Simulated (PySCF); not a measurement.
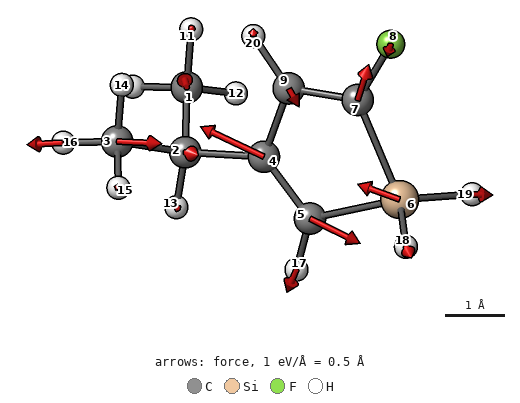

Starting geometry of C₇H₁₁FSi with the computed forces as red arrows. The picture is a ball-and-stick view, seen at a tilt.

The start comes from GFN2-xTB. Its atoms were then displaced at random by about 0.01 Å.

The calculation used PySCF 2.14.0, density-fitted response routines, PBE0-D3(BJ)/def2-SVP geometry optimisation, gas phase. 

> Is this structure relaxed? If not, where do the atoms go?

It isn't relaxed: the largest force vector, on a C atom, is 2.51 eV/Å. The final displacements follow the starting forces only in part (cosine between the two patterns 0.43). After 5 geometry steps the energy has fallen by 0.199 eV. An H atom moves most after the best rigid fit: 0.074 Å. Largest moves by element: H 0.074 Å, C 0.046 Å, Si 0.043 Å, F 0.030 Å. Among the contacts that change: H–Si 1.450 → 1.494 Å, C–H 1.062 → 1.101 Å, C–C 1.322 → 1.356 Å, C–C 1.541 → 1.509 Å. Among the angles between lasting bonds that change: H–Si–H 113.3° → 108.8°, C–C–H 126.2° → 122.7°, Si–C–C 112.1° → 108.8°.
